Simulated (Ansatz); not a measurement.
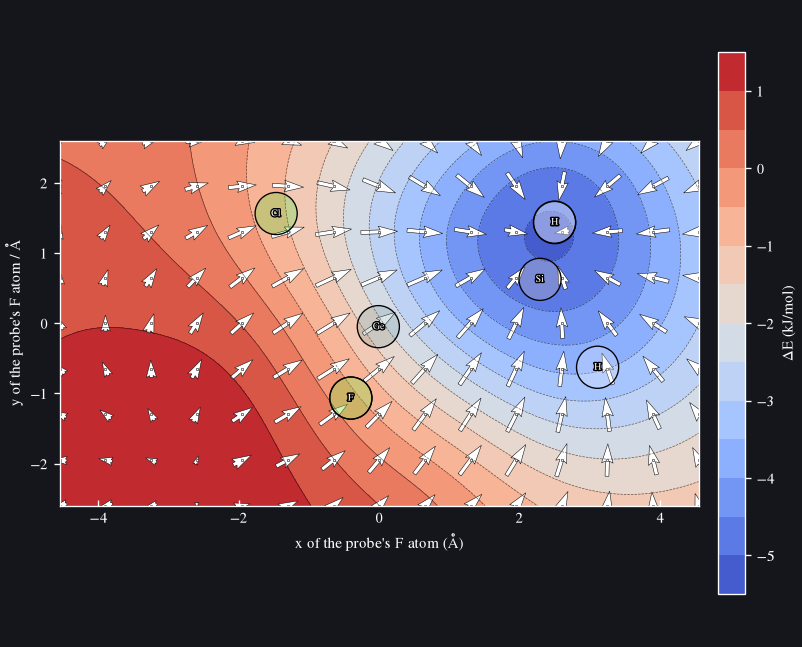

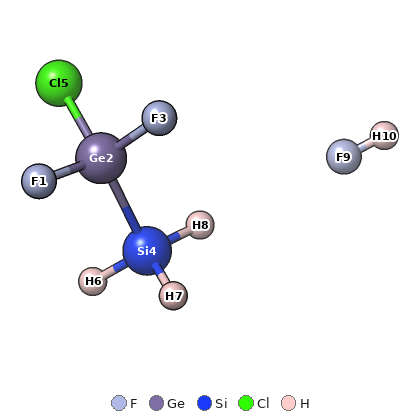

Energy landscape of ClF₂GeH₃Si (SMILES [F][Ge]([F])([SiH3])[Cl]) with the probe HF. The probe is moved over a plane parallel to the molecule's main plane, 4.49 Å above it. Coordinates scanned: (1) x of the probe's F atom; (2) y of the probe's F atom. Nothing is relaxed (molecule and probe rigid, the probe upright with F nearest the plane). Grid: 15 × 9 points. Points are written as (first, second). Energies: kJ/mol, counted from molecule and probe far apart, each relaxed in its own basis (no counterpoise correction). Computed with RKS PBE-D4/def2-SVPD in Ansatz 0.2.0.

The picture shows filled contours, dots at the grid points, arrows along the force (downhill), their lengths compressed, labelled circles for the molecule's atoms, projected on the plane. Between grid points the surface is interpolated. The second picture is the structure at the lowest point.

Question: Describe this landscape.

Answer: The lowest grid point is at (2.60 Å, 1.30 Å), −5.1 kJ/mol from molecule and probe far apart, each relaxed in its own basis (no counterpoise correction). No other kind of well shows on this grid. The highest grid point, (−2.60 Å, −2.60 Å), lies 6.5 kJ/mol above the lowest. Near the minimum the well is nearly round, with a curvature of about 0.014 eV/Å².

Each point was launched as `ansatz run input.yaml --threads 1 --pin off --max-ram 2560MiB --backend cpu --events-out ev --progress --plain --runs-dir out`. Time for the 135 points that were run: 29 min on 1 thread of Arm Neoverse V2 (shared host).
